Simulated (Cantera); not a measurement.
Charge: 1 mol CH₃Cl, 0.12 mol Si, equilibrated at 0.280 bar.

Cantera equilibrium calculation (NASA polynomials, part measured and part estimated; ideal gas, pure solids and liquids). Candidate condensed phases: C, C₆H₆, C₇H₈, C₈H₁₈, Si, SiC; 109 gas species. The tables' values for SiCl, SiCl₃ are old estimates; treat these amounts as uncertain. Gases not in the tables: Si₂H₆ and higher silanes. Rates play no part.

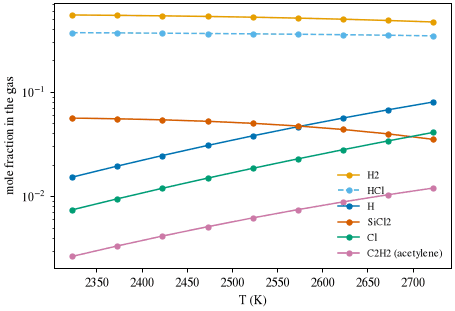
Equilibrium gas composition (values under 1e-9 drawn at 1e-9)

From 2323 K to 2723 K the condensed part is C(graphite). The main Si-bearing gas is SiCl₂ throughout.
